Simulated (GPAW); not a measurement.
# Convergence series on Mg6TiMo (Amm2, 8 atoms in the cell)

```xyz
8
Lattice="4.9768 0.0000 0.0000 0.0000 2.8911 5.5442 0.0000 -2.8911 5.5442" Properties=species:S:1:pos:R:3 pbc="T T T"
Mg     2.4884     1.4418     4.6930
Mg     2.4884    -1.4418     4.6930
Mg     0.0000     1.4062     6.4975
Mg     0.0000    -1.4062     6.4975
Mg     0.0000     0.0000     3.5600
Mg     0.0000     0.0000     9.0510
Ti     2.4884     0.0000     1.8936
Mo     2.4884     0.0000     7.4678
```

Computed with PBEsol, GPAW PAW datasets PBEsol (made by gpaw-setup) (plane waves; GPAW 25.7.0).

The starting cell comes from a database of computed structures (which also holds hypothetical and non-ambient phases and stackings), without a prior relaxation at this level. Spin polarisation is off. Without a gap this mesh is coarse (it stands for a supercell whose shortest vector is 15 Å).

Held fixed: mode = pw; xc = PBEsol; kpts = 3 3 3; mesh shift (steps) = 0 0 0; occupations.name = fermi-dirac; occupations.width = 0.1 eV; nbands = -16; convergence.density = 1e-05 e/electron; symmetry.symmorphic = false; symmetry.tolerance = 0.0005; maxiter = 100.

ΔF is the free energy per atom less that of the last row (1600 eV).

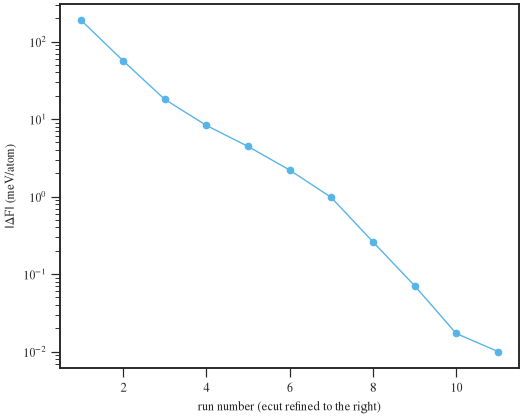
Figure: Size of the energy error against the last run of the series; values under 0.01 meV/atom are drawn at 0.01.

| ecut | ΔF (meV/atom) | pressure (GPa) | largest force (eV/Å) | plane waves | iterations |
|---|---|---|---|---|---|
| 320 eV | 187.3 | -5.98 | 0.085 | 2095 | 25 |
| 400 eV | 56.7 | -3.68 | 0.083 | 2914 | 24 |
| 480 eV | 18.0 | -2.33 | 0.083 | 3818 | 24 |
| 560 eV | 8.3 | -1.97 | 0.084 | 4816 | 25 |
| 640 eV | 4.4 | -1.90 | 0.083 | 5878 | 26 |
| 720 eV | 2.2 | -1.86 | 0.084 | 7013 | 26 |
| 800 eV | 0.97 | -1.82 | 0.084 | 8227 | 24 |
| 920 eV | 0.26 | -1.79 | 0.084 | 10136 | 25 |
| 1040 eV | 0.07 | -1.78 | 0.084 | 12176 | 26 |
| 1200 eV | 0.02 | -1.78 | 0.084 | 15087 | 26 |
| 1400 eV | 0.00 | -1.78 | 0.084 | 18996 | 24 |
| 1600 eV | 0.00 | -1.78 | 0.084 | 23209 | 25 |

Energy within 2 meV/atom of the last row: from ecut = 800 eV on; the one before it is off by 2.2 meV/atom.

Pressure within 0.1 GPa of the last row: from ecut = 720 eV on; the one before it is off by 0.12 GPa. The value it settles on is -1.78 GPa at this level of theory and with the other settings as held.
